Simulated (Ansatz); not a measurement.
# AlH₃ (triplet): one geometry, many settings at distance Al1–H2 = 4.194 Å

What do other methods and options give for AlH₃ (triplet) at this geometry, and how long do they take?

The runs use Ansatz 0.2.0, Gaussian basis; the settings change from run to run.

16 further runs of the same task are left out: 12 that didn't finish, 4 set aside as unsound or not needed.

### 1 The system

The geometry derives from a PBE0/def2-TZVP stationary point (not a proven minimum). One bond is set to the value named and the two fragments are kept rigid.

4 atoms, charge 0, spin multiplicity 3.

Atoms are counted from 1 here; the program's logs count them from 0.

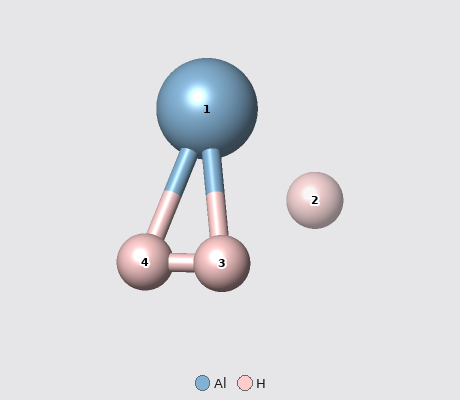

The geometry (aluminium light blue, hydrogen pink); atoms are numbered from 1 in the order of the file.

### 2 CISD/6-31G

Contents of in.yaml:

```yaml
crystal:
  periodic: [false, false, false]
  atoms:
    - {symbol: Al, position_ang: [0.000000, 0.154045, -0.059398]}
    - {symbol: H, position_ang: [0.000000, -3.663334, -1.796424]}
    - {symbol: H, position_ang: [0.420650, -0.230141, 1.693226]}
    - {symbol: H, position_ang: [-0.420650, -0.230141, 1.693226]}
basis:
  gaussian: {orbitals: 6-31G}
magnetization: {spin_polarized: false, initial_magnetization: 2}
correlation: {active_space: {ras: {orbitals: [2, 2, 10], electrons: 6, max_holes: 2, max_particles: 2}, fixed_orbitals: true}}
output: {forces: true}
```

The run is started by

```console
$ ansatz run in.yaml --threads 1 --pin off --events-out ev --progress --plain --max-ram 2393MiB
```

The log of the run:

```text
Functional definition: HF
  name "HF"
  cite "Fock, Z. Phys. 61, 126 (1930) doi:10.1007/BF01340294"
  parent pbe
  exchange = exact_x
  correlation = 0
235 factors; integrals over basis functions are off by at most 9.3e-4 eV
mean field evaluation 1: about -6623.7079 eV, gradient 7.3e0 eV
mean field evaluation 2: about -6623.7076 eV, gradient 7.3e0 eV
mean field evaluation 4: about -6624.1315 eV, gradient 2.1e0 eV
mean field evaluation 8: about -6624.2053 eV, gradient 1.8e-3 eV
mean field evaluation 16: about -6623.5303 eV, gradient 2.6e-1 eV
mean field evaluation 32: about -6623.8469 eV, gradient 1.6e0 eV
mean field -6624.20526989 eV, -243.4350536208 hartree, gradient 8.1e-7 eV, S^2 2.000000; 6 other end points of the search recorded, 0 dependent functions left out
reference -6624.20526989 eV, -243.4350536208 hartree; 9, 7 occupied and 10, 12 virtual orbitals, 235 factors
state -6625.80896802 eV, -243.4939884400 hartree
the calculation of the forces begins
Total energy: -6625.80896802 eV, -243.4939884400 hartree
Atom 0 at     0.000000     0.154045    -0.059398 Å, force    -0.000000     0.479834    -2.181176 eV/Å
Atom 1 at     0.000000    -3.663334    -1.796424 Å, force     0.000000     0.000314     0.001191 eV/Å
Atom 2 at     0.420650    -0.230141     1.693226 Å, force    -0.835214    -0.240074     1.089993 eV/Å
Atom 3 at    -0.420650    -0.230141     1.693226 Å, force     0.835214    -0.240074     1.089993 eV/Å
Dipole moment:    -0.000000    -0.058985     0.235071 e Å
```

Run time: 0.45 s. Hardware: 1 thread of Arm Neoverse V1, shared host.

From the report: 2,144 determinants.

### 3 NEVPT4(SD)(6,7)/cc-pVDZ

Changes to in.yaml since step 2:

```diff
@@ -8,5 +8,4 @@
 basis:
-  gaussian: {orbitals: 6-31G}
+  gaussian: {orbitals: cc-pVDZ}
 magnetization: {spin_polarized: false, initial_magnetization: 2}
-correlation: {active_space: {ras: {orbitals: [2, 2, 10], electrons: 6, max_holes: 2, max_particles: 2}, fixed_orbitals: true}}
-output: {forces: true}
+correlation: {method: fic_nevpt4_sd, electrons: outside_noble_gas, active_space: {window: {electrons: 6, orbitals: 7}}}
```

Launched as before.

The log of the run:

```text
Functional definition: HF
  name "HF"
  cite "Fock, Z. Phys. 61, 126 (1930) doi:10.1007/BF01340294"
  parent pbe
  exchange = exact_x
  correlation = 0
312 factors; integrals over basis functions are off by at most 9.3e-4 eV
mean field evaluation 1: about -6624.5394 eV, gradient 7.6e0 eV
mean field evaluation 2: about -6624.5409 eV, gradient 7.6e0 eV
mean field evaluation 4: about -6625.0742 eV, gradient 2.6e0 eV
mean field evaluation 8: about -6625.1860 eV, gradient 1.1e-3 eV
mean field evaluation 16: about -6624.4862 eV, gradient 2.2e-6 eV
mean field evaluation 32: about -6624.4866 eV, gradient 2.6e-1 eV
mean field -6625.18604372 eV, -243.4710963942 hartree, gradient 1.7e-6 eV, S^2 2.000000; 6 other end points of the search recorded, 0 dependent functions left out
reference -6625.18604372 eV, -243.4710963942 hartree; 9, 7 occupied and 24, 26 virtual orbitals, 312 factors
state -6626.46824487 eV, -243.5182164177 hartree
state -6626.46824487 eV, -243.5182164177 hartree; corrected -6627.70203270 eV, -243.5635572841 hartree
Total energy: -6627.70203270 eV, -243.5635572841 hartree
```

Wall time 2.3 s (1 thread of Arm Neoverse V1, shared host).

From the report: 600 determinants; active occupations 1.98, 1.90, 1.00, 1.00, 0.06, 0.03, 0.02.

### 4 CASSCF(4,5)/6-31G

Changes to in.yaml since step 3:

```diff
@@ -8,4 +8,4 @@
 basis:
-  gaussian: {orbitals: cc-pVDZ}
+  gaussian: {orbitals: 6-31G}
 magnetization: {spin_polarized: false, initial_magnetization: 2}
-correlation: {method: fic_nevpt4_sd, electrons: outside_noble_gas, active_space: {window: {electrons: 6, orbitals: 7}}}
+correlation: {active_space: {window: {electrons: 4, orbitals: 5}}}
```

Launched as before.

The log of the run:

```text
Functional definition: HF
  name "HF"
  cite "Fock, Z. Phys. 61, 126 (1930) doi:10.1007/BF01340294"
  parent pbe
  exchange = exact_x
  correlation = 0
235 factors; integrals over basis functions are off by at most 9.3e-4 eV
mean field evaluation 1: about -6623.7079 eV, gradient 7.3e0 eV
mean field evaluation 2: about -6623.7076 eV, gradient 7.3e0 eV
mean field evaluation 4: about -6624.1315 eV, gradient 2.1e0 eV
mean field evaluation 8: about -6624.2053 eV, gradient 1.8e-3 eV
mean field evaluation 16: about -6623.5303 eV, gradient 2.6e-1 eV
mean field evaluation 32: about -6623.8469 eV, gradient 1.6e0 eV
mean field -6624.20526989 eV, -243.4350536208 hartree, gradient 8.1e-7 eV, S^2 2.000000; 6 other end points of the search recorded, 0 dependent functions left out
reference -6624.20526989 eV, -243.4350536208 hartree; 9, 7 occupied and 10, 12 virtual orbitals, 235 factors
state -6624.78801652 eV, -243.4564691646 hartree
Total energy: -6624.78801652 eV, -243.4564691646 hartree
```

Run time: 0.24 s. Hardware: 1 thread of Arm Neoverse V1, shared host.

From the report: 100 determinants; active occupations 1.91, 1.00, 1.00, 0.06, 0.02.

### 5 CASSCF(6,7)/cc-pVDZ

Changes to in.yaml since step 4:

```diff
@@ -8,4 +8,5 @@
 basis:
-  gaussian: {orbitals: 6-31G}
+  gaussian: {orbitals: cc-pVDZ}
 magnetization: {spin_polarized: false, initial_magnetization: 2}
-correlation: {active_space: {window: {electrons: 4, orbitals: 5}}}
+correlation: {active_space: {window: {electrons: 6, orbitals: 7}, states: [{multiplicity: 3, weights: [0.5, 1, 0.5]}]}}
+output: {forces: true}
```

Launched as before.

The log of the run, shortened:

```text
Functional definition: HF
  name "HF"
  cite "Fock, Z. Phys. 61, 126 (1930) doi:10.1007/BF01340294"
  parent pbe
[...]
586 factors; integrals over basis functions are off by at most 2.0e-7 eV
[...]
mean field -6625.18606597 eV, -243.4710972120 hartree, gradient 1.9e-6 eV, S^2 2.000000; 6 other end points of the search recorded, 0 dependent functions left out
reference -6625.18606597 eV, -243.4710972120 hartree; 9, 7 occupied and 24, 26 virtual orbitals, 586 factors
state -6626.15920421 eV, -243.5068593827 hartree
state -6625.65450789 eV, -243.4883121351 hartree
state -6624.40308882 eV, -243.4423233325 hartree
[...]
Total energy: -6625.46782720 eV, -243.4814517463 hartree
Atom 0 at     0.000000     0.154045    -0.059398 Å, force     0.000000     0.439988    -1.944791 eV/Å
Atom 1 at     0.000000    -3.663334    -1.796424 Å, force    -0.000000    -0.016082    -0.009364 eV/Å
Atom 2 at     0.420650    -0.230141     1.693226 Å, force    -1.223812    -0.211953     0.977078 eV/Å
Atom 3 at    -0.420650    -0.230141     1.693226 Å, force     1.223812    -0.211953     0.977078 eV/Å
Dipole moment:    -0.000000    -0.093692     0.400115 e Å
```

Run time: 2.5 s. Hardware: 1 thread of Arm Neoverse V1, shared host.

From the report: 1,225 determinants; active occupations (of the averaged states) 1.97, 1.69, 1.01, 0.75, 0.53, 0.03, 0.02.

### 6 NEVPT2(4,7)/def2-SVP

Contents of in.yaml:

```yaml
crystal:
  periodic: [false, false, false]
  atoms:
    - {symbol: Al, position_ang: [0.000000, 0.154045, -0.059398]}
    - {symbol: H, position_ang: [0.000000, -3.663334, -1.796424]}
    - {symbol: H, position_ang: [0.420650, -0.230141, 1.693226]}
    - {symbol: H, position_ang: [-0.420650, -0.230141, 1.693226]}
basis:
  gaussian: {orbitals: def2-SVP, point_charges: [{charge: -1.00, position_ang: [4.526, -0.949, 0.150]}]}
magnetization: {spin_polarized: false, initial_magnetization: 2}
correlation: {method: sc_nevpt2, electrons: outside_noble_gas, active_space: {window: {electrons: 4, orbitals: 7}}}
```

The command is unchanged.

The log of the run:

```text
Functional definition: HF
  name "HF"
  cite "Fock, Z. Phys. 61, 126 (1930) doi:10.1007/BF01340294"
  parent pbe
  exchange = exact_x
  correlation = 0
315 factors; integrals over basis functions are off by at most 1.4e-3 eV
mean field evaluation 1: about -6622.2952 eV, gradient 7.7e0 eV
mean field evaluation 2: about -6622.2968 eV, gradient 7.7e0 eV
mean field evaluation 4: about -6622.7724 eV, gradient 3.3e0 eV
mean field evaluation 8: about -6622.9631 eV, gradient 3.8e-3 eV
mean field evaluation 16: about -6622.9622 eV, gradient 2.6e-1 eV
mean field -6622.96305790 eV, -243.3894031722 hartree, gradient 1.4e-6 eV, S^2 2.000000; 4 other end points of the search recorded, 0 dependent functions left out
reference -6622.96305790 eV, -243.3894031722 hartree; 9, 7 occupied and 24, 26 virtual orbitals, 315 factors
state -6623.93777260 eV, -243.4252232768 hartree
state -6623.93777260 eV, -243.4252232768 hartree; corrected -6625.07155012 eV, -243.4668888321 hartree
Total energy: -6625.07155012 eV, -243.4668888321 hartree
```

Wall time 1.3 s (1 thread of Arm Neoverse V1, shared host).

From the report: 441 determinants; active occupations 1.90, 1.00, 0.99, 0.06, 0.03, 0.01, 0.00.

### 7 CASSCF(4,4)/STO-3G

Contents of in.yaml:

```yaml
crystal:
  periodic: [false, false, false]
  atoms:
    - {symbol: Al, position_ang: [0.000000, 0.154045, -0.059398]}
    - {symbol: H, position_ang: [0.000000, -3.663334, -1.796424]}
    - {symbol: H, position_ang: [0.420650, -0.230141, 1.693226]}
    - {symbol: H, position_ang: [-0.420650, -0.230141, 1.693226]}
basis:
  gaussian: {orbitals: STO-3G}
magnetization: {spin_polarized: false, initial_magnetization: 2}
hamiltonian: {pseudopotentials: {relativity: none}}
correlation: {active_space: {window: {electrons: 4, orbitals: 4}}}
```

Launched as before.

The log of the run:

```text
Functional definition: HF
  name "HF"
  cite "Fock, Z. Phys. 61, 126 (1930) doi:10.1007/BF01340294"
  parent pbe
  exchange = exact_x
  correlation = 0
126 factors; integrals over basis functions are off by at most 1.2e-5 eV
mean field evaluation 1: about -6541.2845 eV, gradient 3.2e0 eV
mean field evaluation 2: about -6541.3001 eV, gradient 3.2e0 eV
mean field evaluation 4: about -6541.4455 eV, gradient 1.8e0 eV
mean field evaluation 8: about -6541.5241 eV, gradient 2.6e-2 eV
mean field evaluation 16: about -6540.5383 eV, gradient 9.6e-6 eV
mean field evaluation 32: about -6540.5383 eV, gradient 3.6e-2 eV
mean field -6541.52410238 eV, -240.3965767580 hartree, gradient 2.4e-6 eV, S^2 2.000000; 6 other end points of the search recorded, 0 dependent functions left out
reference -6541.52410238 eV, -240.3965767580 hartree; 9, 7 occupied and 3, 5 virtual orbitals, 126 factors
state -6542.08301685 eV, -240.4171164861 hartree
Total energy: -6542.08301685 eV, -240.4171164861 hartree
```

It took 0.12 s on 1 thread of Arm Neoverse V1, shared host.

From the report: 36 determinants; active occupations 1.97, 1.00, 1.00, 0.03.

### 8 CASSCF(4,3)/cc-pVDZ

Changes to in.yaml since step 7:

```diff
@@ -8,5 +8,5 @@
 basis:
-  gaussian: {orbitals: STO-3G}
+  gaussian: {orbitals: cc-pVDZ}
 magnetization: {spin_polarized: false, initial_magnetization: 2}
-hamiltonian: {pseudopotentials: {relativity: none}}
-correlation: {active_space: {window: {electrons: 4, orbitals: 4}}}
+correlation: {active_space: {window: {electrons: 4, orbitals: 3}}}
+output: {forces: true}
```

Same command.

The log of the run, shortened:

```text
Functional definition: HF
  name "HF"
  cite "Fock, Z. Phys. 61, 126 (1930) doi:10.1007/BF01340294"
  parent pbe
[...]
312 factors; integrals over basis functions are off by at most 9.3e-4 eV
[...]
mean field -6625.18604372 eV, -243.4710963942 hartree, gradient 1.7e-6 eV, S^2 2.000000; 6 other end points of the search recorded, 0 dependent functions left out
reference -6625.18604372 eV, -243.4710963942 hartree; 9, 7 occupied and 24, 26 virtual orbitals, 312 factors
state -6625.18604372 eV, -243.4710963942 hartree
[...]
Total energy: -6625.18604372 eV, -243.4710963942 hartree
Atom 0 at     0.000000     0.154045    -0.059398 Å, force     0.000000     0.311474    -1.396821 eV/Å
Atom 1 at     0.000000    -3.663334    -1.796424 Å, force     0.000000    -0.003493    -0.000853 eV/Å
Atom 2 at     0.420650    -0.230141     1.693226 Å, force    -0.694655    -0.153991     0.698837 eV/Å
Atom 3 at    -0.420650    -0.230141     1.693226 Å, force     0.694655    -0.153991     0.698837 eV/Å
Dipole moment:     0.000000    -0.064045     0.275043 e Å
```

It took 0.51 s on 1 thread of Arm Neoverse V1, shared host.

From the report: 9 determinants; active occupations 2.00, 1.00, 1.00. With so small a space the active step adds no correlation: the energy is the mean field's.

### 9 BCCD(T)/cc-pVDZ

Changes to in.yaml since step 8:

```diff
@@ -9,4 +9,6 @@
   gaussian: {orbitals: cc-pVDZ}
-magnetization: {spin_polarized: false, initial_magnetization: 2}
-correlation: {active_space: {window: {electrons: 4, orbitals: 3}}}
+magnetization: {spin_polarized: true, initial_magnetization: 2}
+hamiltonian: {xc: {name: r2SCAN}}
+correlation: {method: bccd_t, electrons: outside_noble_gas}
+scf: {omitted_lower_state_checks: [cluster_reference]}
 output: {forces: true}
```

The command is unchanged.

The log of the run, shortened:

```text
Functional definition: r2SCAN
  name "r2SCAN"
  cite "Furness, Kaplan, Ning, Perdew & Sun, J. Phys. Chem. Lett. 11, 8208 (2020) doi:10.1021/acs.jpclett.0c02405"
  cite "Furness, Kaplan, Ning, Perdew & Sun, J. Phys. Chem. Lett. 11, 9248 (2020) doi:10.1021/acs.jpclett.0c03077"
  parent r2scan
[...]
312 factors; integrals over basis functions are off by at most 9.3e-4 eV
[...]
mean field -6639.21409747 eV, -243.9866178610 hartree, gradient 1.2e-6 eV, S^2 2.011688; 8 other end points of the search recorded, 0 dependent functions left out
5 core orbitals not correlated: weight in the atoms' cores, before any rotation towards them, 1.000 or more for the frozen orbitals, at most 0.000 for the correlated occupied ones
reference -6625.17541893 eV, -243.4707059405 hartree; 4, 2 occupied and 24, 26 virtual orbitals, 312 factors
second order -1.83480234 eV of doubles, -0.05189996 eV of singles
cycle   1  -2.30830499 eV  change   -4.2e-1 eV  update   6.4e-2
[...]
cycle  19  -2.51315133 eV  change   -9.8e-8 eV  update   3.4e-7
perturbative correction -0.05217169 eV, -0.0019172743 hartree
[...]
Total energy: -6627.74074195 eV, -243.5649798226 hartree
Atom 0 at     0.000000     0.154045    -0.059398 Å, force     0.000000     0.286003    -1.303017 eV/Å
Atom 1 at     0.000000    -3.663334    -1.796424 Å, force     0.000000     0.001081     0.001290 eV/Å
Atom 2 at     0.420650    -0.230141     1.693226 Å, force    -0.213370    -0.143542     0.650864 eV/Å
Atom 3 at    -0.420650    -0.230141     1.693226 Å, force     0.213370    -0.143542     0.650864 eV/Å
Dipole moment:    -0.000000    -0.055940     0.243647 e Å
Checks for a lower state left out: cluster_reference
```

It took 7 s on 1 thread of Arm Neoverse V1, shared host.

From the report: ⟨S²⟩ of the determinant 2.012 (pure triplet: 2.00); correlation -2.5653 eV; largest double amplitude 0.11.

### 10 BCCD(T)/cc-pVDZ

Changes to in.yaml since step 9:

```diff
@@ -10,5 +10,4 @@
 magnetization: {spin_polarized: true, initial_magnetization: 2}
-hamiltonian: {xc: {name: r2SCAN}}
-correlation: {method: bccd_t, electrons: outside_noble_gas}
-scf: {omitted_lower_state_checks: [cluster_reference]}
+hamiltonian: {xc: {name: PBE}}
+correlation: {method: bccd_t, electrons: valence}
 output: {forces: true}
```

Launched as before.

The log of the run, shortened:

```text
Functional definition: PBE
  name "PBE"
  cite "Perdew, Burke & Ernzerhof, Phys. Rev. Lett. 77, 3865 (1996) doi:10.1103/PhysRevLett.77.3865"
  parent pbe
[...]
312 factors; integrals over basis functions are off by at most 9.3e-4 eV
[...]
mean field -6636.22313076 eV, -243.8767018620 hartree, gradient 5.2e-6 eV, S^2 2.006074; 6 other end points of the search recorded, 0 dependent functions left out
5 core orbitals not correlated: weight in the atoms' cores, before any rotation towards them, 1.000 or more for the frozen orbitals, at most 0.000 for the correlated occupied ones
reference -6625.10507500 eV, -243.4681208487 hartree; 4, 2 occupied and 24, 26 virtual orbitals, 312 factors
second order -1.85687252 eV of doubles, -0.07914146 eV of singles
cycle   1  -2.35397927 eV  change   -4.2e-1 eV  update   6.2e-2
[...]
cycle  18  -2.55252561 eV  change    4.0e-7 eV  update   3.4e-7
perturbative correction -0.05216218 eV, -0.0019169247 hartree
[...]
Total energy: -6627.70976279 eV, -243.5638413595 hartree
Atom 0 at     0.000000     0.154045    -0.059398 Å, force    -0.000000     0.287460    -1.308472 eV/Å
Atom 1 at     0.000000    -3.663334    -1.796424 Å, force     0.000000     0.000863     0.001202 eV/Å
Atom 2 at     0.420650    -0.230141     1.693226 Å, force    -0.214560    -0.144162     0.653635 eV/Å
Atom 3 at    -0.420650    -0.230141     1.693226 Å, force     0.214560    -0.144162     0.653635 eV/Å
Dipole moment:     0.000000    -0.055914     0.242738 e Å
```

Run time: 3.4 s. Hardware: 1 thread of Arm Neoverse V1, shared host.

From the report: ⟨S²⟩ of the determinant 2.006 (pure triplet: 2.00); correlation -2.6047 eV; largest double amplitude 0.11.

### 11 All runs side by side

Where basis and cores are those of an earlier FCI/cc-pVDZ run (-6627.7888 eV), and the state is the same kind, the miss against it is given.

| level | correlated | functions | energy (eV) | from FCI (meV) | time |
| --- | --- | --- | --- | --- | --- |
| CISD/6-31G | outside noble gas | 19 | -6625.8090 |  | 0.45 s |
| NEVPT4(SD)(6,7)/cc-pVDZ | outside noble gas | 33 | -6627.7020 | 86.8 | 2.3 s |
| CASSCF(4,5)/6-31G |  | 19 | -6624.7880 |  | 0.24 s |
| CASSCF(6,7)/cc-pVDZ (mean of several states) |  | 33 | -6625.4678 |  | 2.5 s |
| NEVPT2(4,7)/def2-SVP (beside a point charge) | outside noble gas | 33 | -6625.0716 |  | 1.3 s |
| CASSCF(4,4)/STO-3G |  | 12 | -6542.0830 |  | 0.12 s |
| CASSCF(4,3)/cc-pVDZ |  | 33 | -6625.1860 | 2602.7 | 0.51 s |
| BCCD(T)/cc-pVDZ (on r2SCAN orbitals) | outside noble gas | 33 | -6627.7407 | 48.1 | 7 s |
| BCCD(T)/cc-pVDZ (on PBE orbitals) | valence | 33 | -6627.7098 | 79.0 | 3.4 s |

### 12 Outcome

| quantity | value |
| --- | --- |
| runs | 9 |
| quickest | CASSCF(4,4)/STO-3G, 0.12 s |
| slowest | BCCD(T)/cc-pVDZ (on r2SCAN orbitals), 7 s |

Total energies in different bases, with other cores or another treatment of relativity can't be set against each other. BCCD(T)/cc-pVDZ (on r2SCAN orbitals) took 59 times as long as CASSCF(4,4)/STO-3G; the jobs differ in more than the method. Among the correlated runs with a miss given, it spans +48 to +87 meV. Hartree-Fock, CASSCF and CASCI lack dynamic correlation by design. Cores frozen from Kohn-Sham orbitals shift the total energy.
